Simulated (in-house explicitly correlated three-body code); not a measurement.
Two electrons around a point charge Z = 3.48. Computed variationally in 260 exponentially correlated functions with an in-house code, non-relativistic, converged to about 10⁻⁷ hartree. Wanted, and plotted below: the distribution of the distance r₁₂ between the electrons in the ground state (one pair, times 4πr₁₂²) and its difference from that of the Kohn-Sham determinant with the same density, the Coulomb hole.

The pair density peaks near r₁₂ = 0.56 bohr, and ⟨r₁₂⟩ = 0.7253 bohr. Correlation takes weight from short distances: the hole is deepest (−0.080 bohr⁻¹) near 0.27 bohr and first changes sign near 0.55 bohr, moving 2.5 % of the pair outwards. The mean cosine of the angle between the electrons is −0.0378, and the density-functional correlation energy is −43.93 millihartree.

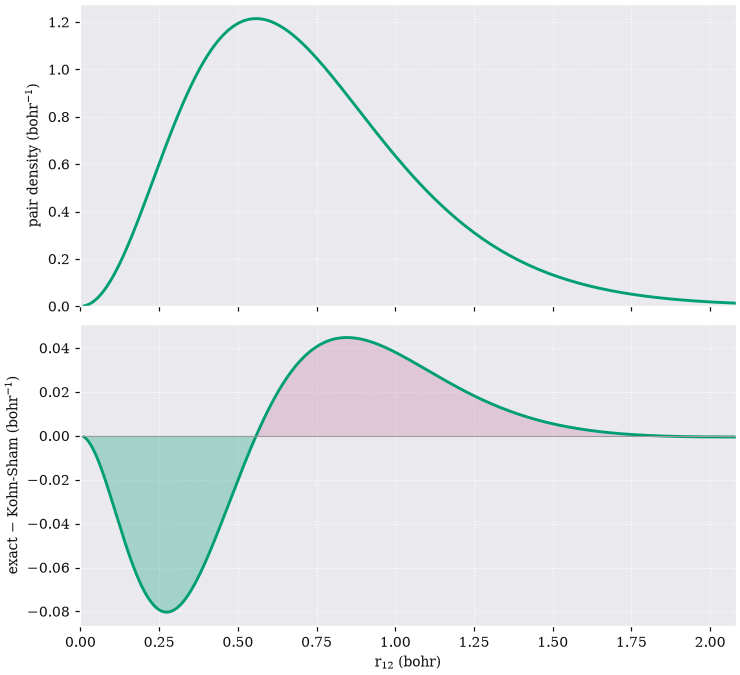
